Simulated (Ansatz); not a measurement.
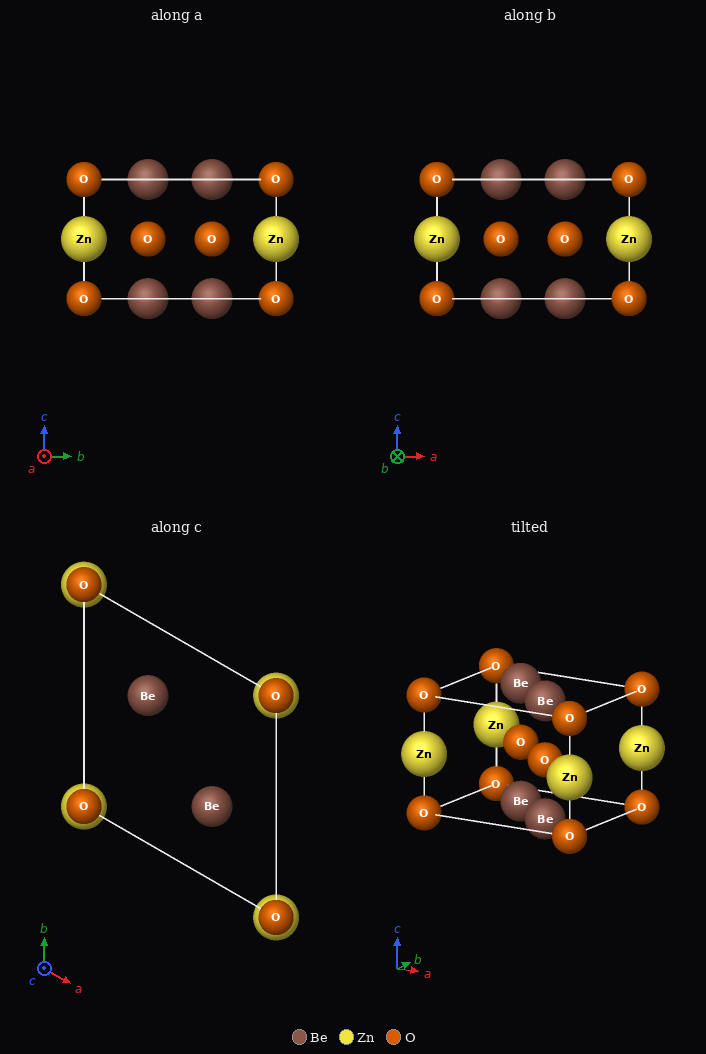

Crystal structure, spheres-only style, seen along the a axis, along the b axis, along the c axis and slightly off an axis. The conventional unit cell is drawn as a box.

Lattice parameters: a = 5.871 Å, b = 5.871 Å, c = 3.152 Å, α = 90.00°, β = 90.00°, γ = 120.00°. Put a along x and b in the xy plane.

Transcribe the picture into a POSCAR file.

Answer.
```
Be Zn O
1.0
     5.871    0.000    0.000
    -2.936    5.085    0.000
     0.000    0.000    3.152
Be Zn O
2 1 3
Direct
  0.3333 0.6667 0.0000
  0.6667 0.3333 0.0000
  0.0000 0.0000 0.5000
  0.3333 0.6667 0.5000
  0.6667 0.3333 0.5000
  0.0000 0.0000 0.0000
```

The starting point was a random cell made by a generator, so it need not be a real form of the compound. Relaxation method: DFT PBE, scalar-relativistic, plane waves, PAW (Ansatz 0.2.0).
